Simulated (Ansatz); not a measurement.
Method: PBE (plane waves to 420 eV, PAW; Ansatz, a quantum-chemistry and plane-wave program).

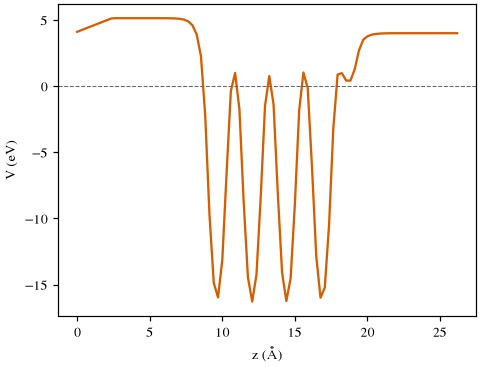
Electrostatic potential energy of an electron, averaged over planes parallel to the surface, in eV from the Fermi level, for Cu on the 1x1 (111) surface of fcc Au (the real clean face reconstructs), one in a 2x2 cell, started at the site 'hollow Au-Au-Au over Au at depth 4.8 Å'

Model: 17-atom slab, 7.2 Å thick at the start under the adsorbate (thin: gaps and levels are the slab's own), 6x6x1 mesh, Fermi-Dirac 0.1 eV, dipole correction, 8 atoms held, the rest relaxed; symmetry of the start imposed; no spin, no spin-orbit, no U, no dispersion correction. At the end it is bonded to 3 Au. In PBE it is, or lies within 0.03 eV of, the lowest of the starts that converged.

Problem. The surface cell has an area of 29.93 Å². What dipole along the normal does the step between the two vacuum levels imply?

Solution. the top vacuum level lies 1.13 eV below the bottom one; p = −ε₀ A ΔV (ε₀ = 0.005526 e/(V·Å)) gives 0.19 e·Å a cell.
